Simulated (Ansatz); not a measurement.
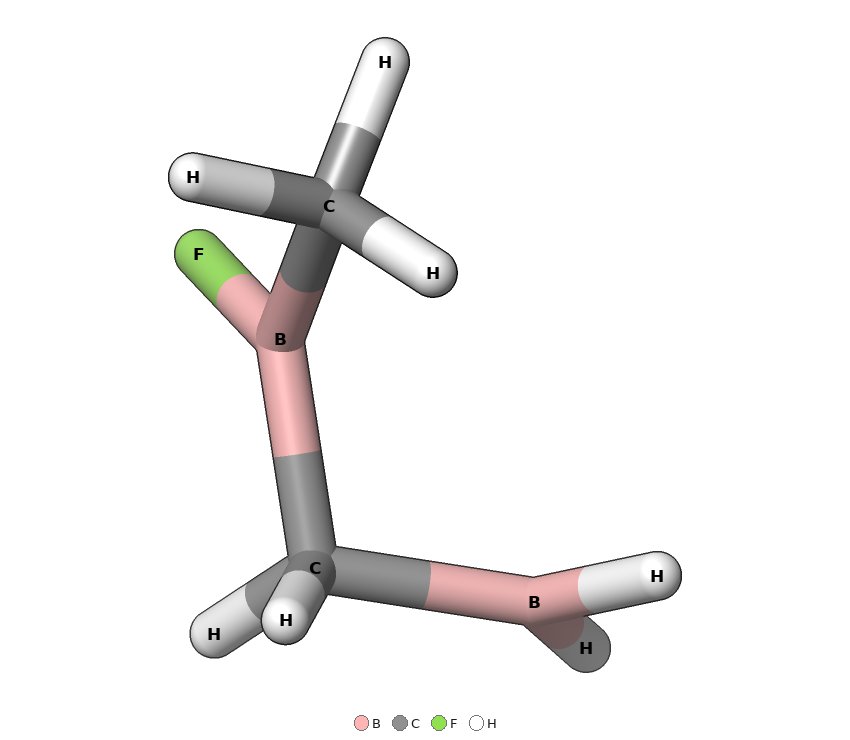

Starting geometry of the run.

The calculation was set up as follows.

```yaml
crystal:
  periodic: [false, false, false]
  atoms:
    - {symbol: B, position_ang: [-1.629310, 0.823216, 0.174177]}
    - {symbol: C, position_ang: [-0.496193, 0.212882, 1.030986]}
    - {symbol: B, position_ang: [0.805595, 0.178503, 0.146657]}
    - {symbol: C, position_ang: [1.129568, -0.904441, -0.928713]}
    - {symbol: F, position_ang: [1.704906, 1.144174, 0.347550]}
    - {symbol: H, position_ang: [-1.987280, 1.954320, 0.331401]}
    - {symbol: H, position_ang: [-2.137743, 0.179212, -0.699589]}
    - {symbol: H, position_ang: [-0.730446, -0.841609, 1.225535]}
    - {symbol: H, position_ang: [-0.303203, 0.762296, 1.953911]}
    - {symbol: H, position_ang: [0.254190, -1.467157, -1.255576]}
    - {symbol: H, position_ang: [1.631143, -0.473596, -1.799087]}
    - {symbol: H, position_ang: [1.835673, -1.623202, -0.493353]}
basis:
  gaussian: {orbitals: def2-TZVPP}
correlation: {method: ccsd_t}
```

Command:

```sh
ansatz run in.yaml --threads 4 --pin off --events-out ev --progress --plain --max-ram 10444MiB
```

Output:

```
Functional definition: HF
  name "HF"
  cite "Fock, Z. Phys. 61, 126 (1930) doi:10.1007/BF01340294"
  parent pbe
  exchange = exact_x
  correlation = 0
1497 factors; integrals over basis functions are off by at most 1.1e-3 eV
mean field evaluation 1: about -6221.3353 eV, gradient 4.0e1 eV
mean field evaluation 2: about -6221.4688 eV, gradient 4.0e1 eV
mean field evaluation 4: about -6225.2255 eV, gradient 3.9e0 eV
mean field evaluation 8: about -6225.2801 eV, gradient 2.6e-1 eV
mean field evaluation 16: about -6224.5671 eV, gradient 1.7e1 eV
mean field -6225.28052050 eV, -228.7748394818 hartree, gradient 5.3e-6 eV, S^2 0.000000; 0 other end points of the search recorded, 0 dependent functions left out
5 core orbitals not correlated: weight in the atoms' cores, before any rotation towards them, 1.000 or more for the frozen orbitals, at most 0.000 for the correlated occupied ones
reference -6225.28052050 eV, -228.7748394818 hartree; 14, 14 occupied and 234, 234 virtual orbitals, 1497 factors
second order -21.69133475 eV of doubles, -0.00000000 eV of singles
cycle   1  -22.35143543 eV  change   -6.6e-1 eV  update   9.6e-2
cycle   2  -22.83676183 eV  change   -4.9e-1 eV  update   2.8e-2
cycle   3  -22.94840824 eV  change   -1.1e-1 eV  update   1.6e-2
cycle   4  -22.94104672 eV  change    7.4e-3 eV  update   4.1e-3
cycle   5  -22.93794596 eV  change    3.1e-3 eV  update   2.0e-3
cycle   6  -22.93828541 eV  change   -3.4e-4 eV  update   6.5e-4
cycle   7  -22.93815443 eV  change    1.3e-4 eV  update   2.8e-4
cycle   8  -22.93804688 eV  change    1.1e-4 eV  update   9.8e-5
cycle   9  -22.93808099 eV  change   -3.4e-5 eV  update   4.8e-5
cycle  10  -22.93809506 eV  change   -1.4e-5 eV  update   2.0e-5
perturbative correction -0.80003938 eV, -0.0294009051 hartree
Total energy: -6249.01865495 eV, -229.6471998323 hartree
```
